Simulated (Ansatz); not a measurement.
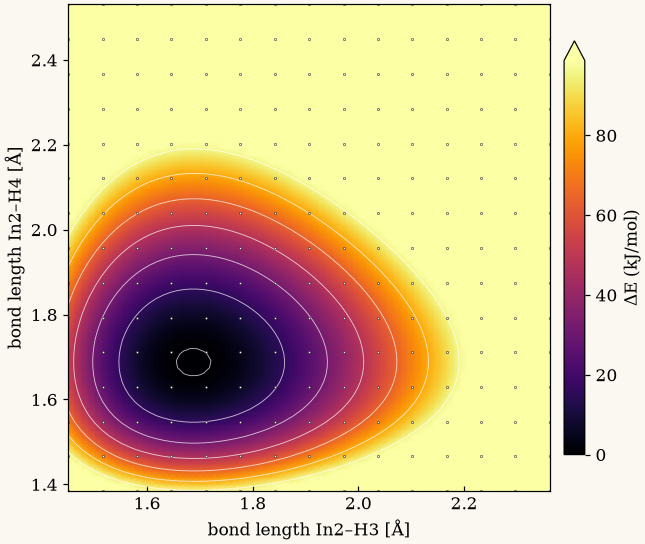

FH2In, SMILES [F][InH2]. Coordinates scanned: (1) bond length In2–H3; (2) bond length In2–H4. Nothing is relaxed (all other coordinates rigid). The grid has 15 × 15 points. Energies are in kJ/mol, from the lowest grid point. The restricted reference is unstable at some or all points, so the energies there are unreliable. Computed with RHF-MP2, frozen core/def2-TZVP (Ansatz).

Drawn: a smooth colour map with a few white contour lines, dots at the grid points, one colour for all values above the top of the scale. Between grid points the surface is interpolated.

Question: Where is the minimum, and how stiff is the well along each coordinate?

Answer: The interpolated minimum is at bond length In2–H3 ≈ 1.687 Å, bond length In2–H4 ≈ 1.687 Å. The curvatures there are about 14 eV/Å² and 14 eV/Å², with a cross term of about 0 eV/Å². Round the minimum the contours are nearly round: the two directions are equally stiff and uncoupled. (1 eV is 96.5 kJ/mol.)
